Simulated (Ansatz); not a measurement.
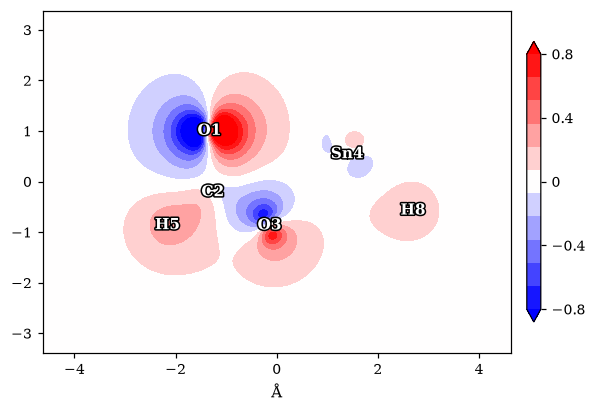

Figure. CH4O2Sn. One frontier orbital on the plane of atoms O3, Sn4 and H8 (values in Å⁻³ᐟ²; the overall sign is arbitrary).

Core potentials replace the inner electrons of Sn.

Computed with UKS PBE0/def2-SVP in Ansatz 0.2.0.

| atom | x (Å) | y (Å) | z (Å) |
| --- | --- | --- | --- |
| O | 1.0479 | -0.6364 | 1.2350 |
| C | 1.4734 | 0.2132 | 0.4787 |
| O | 0.7720 | 0.7422 | -0.4790 |
| Sn | -1.1147 | -0.1473 | -0.4149 |
| H | 2.5083 | 0.6128 | 0.5439 |
| H | -1.8598 | 0.2561 | 1.0611 |
| H | -0.9471 | -1.8081 | -0.7463 |
| H | -1.7877 | 0.7104 | -1.7344 |

**Which orbital is it: HOMO or LUMO?**

The HOMO, at −8.14 eV. It lies mainly on O1 (about 65 %), O3 (about 10 %) and C2 (about 10 %).
